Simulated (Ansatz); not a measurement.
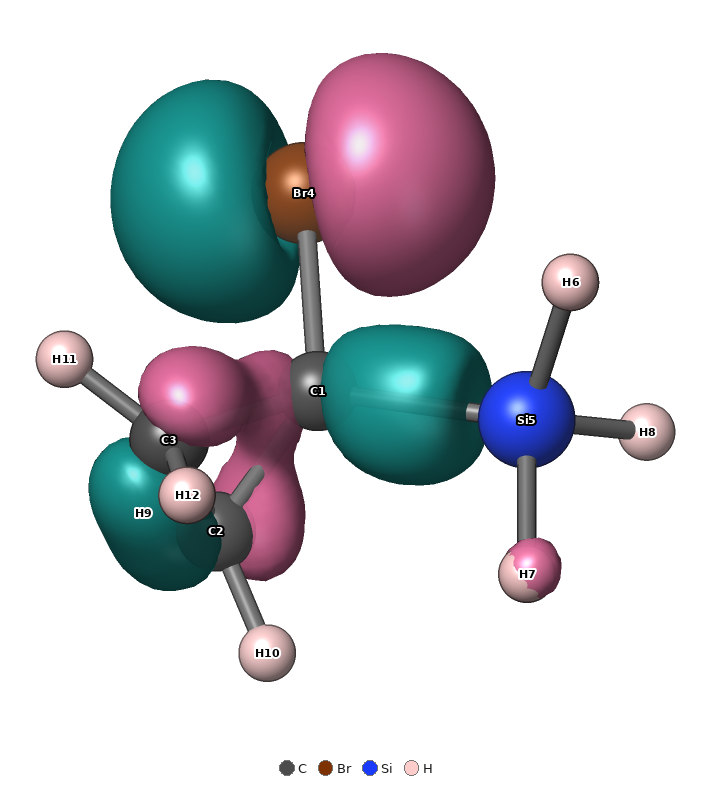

Figure. C₃H₇BrSi (SMILES [SiH3]C1(Br)CC1). The HOMO−1 at ±0.15 Å⁻³ᐟ² (teal and pink are the two phases), seen at an oblique angle.

Geometry: PBE-D3(BJ)/def2-SVP.

The calculation used isolated molecule in a Gaussian basis; Kohn-Sham density functional theory, functional PBE0 (Ansatz).

Input file:

```
crystal:
  periodic: [false, false, false]
  atoms:
    - {symbol: C, position_ang: [0.707050, 0.277703, -0.396500]}
    - {symbol: C, position_ang: [1.064084, -0.818377, 0.584894]}
    - {symbol: C, position_ang: [0.579870, -1.176638, -0.797460]}
    - {symbol: Br, position_ang: [2.188708, 1.287633, -1.177309]}
    - {symbol: Si, position_ang: [-0.803745, 1.380731, -0.153371]}
    - {symbol: H, position_ang: [-1.269032, 1.926763, -1.472806]}
    - {symbol: H, position_ang: [-1.894415, 0.531121, 0.449521]}
    - {symbol: H, position_ang: [-0.479688, 2.512050, 0.779720]}
    - {symbol: H, position_ang: [2.132842, -0.962938, 0.806202]}
    - {symbol: H, position_ang: [0.395874, -0.971295, 1.448956]}
    - {symbol: H, position_ang: [1.319998, -1.564346, -1.514406]}
    - {symbol: H, position_ang: [-0.435926, -1.586749, -0.925769]}
basis:
  gaussian: {orbitals: def2-SVPD}
output: {forces: true, orbitals: {seedname: orbitals}}
hamiltonian: {xc: pbe0}
```

Command:

```sh
ansatz run input.yaml --threads 2 --pin off --max-ram 5220MiB --events-out events.jsonl --progress --plain --runs-dir runs
```

> What is the character of this orbital?

It lies mainly on Br4 (about 65 %), C1 (about 10 %), Si5 (about 5 %), C2 (about 5 %) and C3 (about 5 %). Its energy is −7.82 eV.
